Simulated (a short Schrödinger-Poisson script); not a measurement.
Structure: MOS inversion layer, SiO2 on p-type Si(100), at 300 K.

```csv
layer,material,thickness (nm),Na (cm⁻³)
1,SiO2,3.1,-
2,Si,590,5.3e17
```

The device is made up for the run: typed textbook-type constants, with dimensions and the other settings drawn at random. SiO2: permittivity 3.9, conduction-band edge (eV) 3.15, gap (eV) 9, electron mass (mₑ) 0.5. Si: permittivity 11.7, conduction-band edge (eV) 0, gap (eV) 1.124, Nv at 300 K (cm⁻³) 3.1e19.

Channel valleys (confinement mass, in-plane density-of-states mass, number): Δ2 0.916, 0.19, 2; Δ4 0.19, 0.417, 4. At the gate the conduction-band edge of layer 1 lies 3.17 eV − eVg above the Fermi level of the channel; the field vanishes at the back. Gaps are held at their typed values at every temperature. Mesh 0.03 nm at interfaces.

Solved with a short Schrödinger-Poisson script written for these runs: 1D Poisson equation in equilibrium, electrons quantum, Hartree (BenDaniel-Duke, 12 states a valley, the channel's in-plane mass for all, wave functions ending at the dielectric), parabolic valleys, classical holes, full ionisation, no traps, pinning or gate leakage.

Only gate voltages with over 1e8 electrons/cm² are shown.

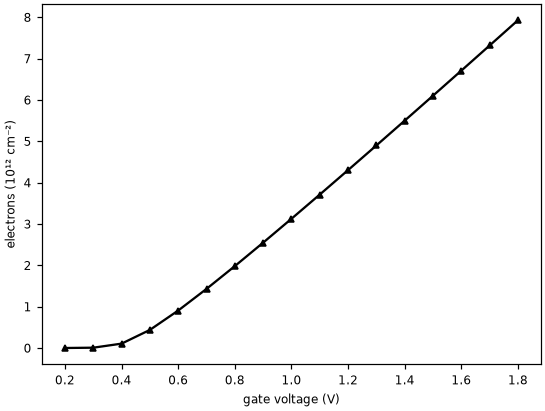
*Sheet density against gate voltage*

| Vg (V) | electrons (cm⁻²) | C (μF/cm²) | Δ2 E0 (meV) | Δ2 E1 (meV) | Δ4 E0 (meV) | Δ4 E1 (meV) |
|---|---|---|---|---|---|---|
| 0.2 | 3.77e8 | 0.192 | 251.5 | 316.0 | 310.9 | 416.4 |
| 0.3 | 7.86e9 | 0.214 | 172.2 | 239.0 | 233.8 | 343.1 |
| 0.4 | 1.06e11 | 0.457 | 104.1 | 173.1 | 167.8 | 280.5 |
| 0.5 | 4.38e11 | 0.725 | 66.1 | 137.6 | 132.4 | 247.4 |
| 0.6 | 9.07e11 | 0.831 | 45.6 | 119.9 | 114.7 | 231.4 |
| 0.7 | 1.43e12 | 0.880 | 32.2 | 109.0 | 104.0 | 222.0 |
| 0.8 | 1.98e12 | 0.908 | 22.0 | 101.3 | 96.4 | 215.7 |
| 0.9 | 2.55e12 | 0.925 | 13.7 | 95.5 | 90.7 | 211.1 |
| 1 | 3.13e12 | 0.938 | 6.6 | 90.8 | 86.2 | 207.5 |
| 1.1 | 3.71e12 | 0.948 | 0.3 | 86.8 | 82.4 | 204.6 |
| 1.2 | 4.30e12 | 0.955 | -5.4 | 83.4 | 79.1 | 202.2 |
| 1.3 | 4.90e12 | 0.961 | -10.6 | 80.4 | 76.2 | 200.1 |
| 1.4 | 5.50e12 | 0.966 | -15.5 | 77.7 | 73.6 | 198.3 |
| 1.5 | 6.10e12 | 0.971 | -20.1 | 75.3 | 71.2 | 196.7 |
| 1.6 | 6.71e12 | 0.975 | -24.5 | 73.0 | 69.1 | 195.2 |
| 1.7 | 7.32e12 | 0.978 | -28.7 | 70.9 | 67.1 | 193.9 |
| 1.8 | 7.93e12 | 0.981 | -32.8 | 69.0 | 65.2 | 192.7 |

Subbands count from the Fermi level.
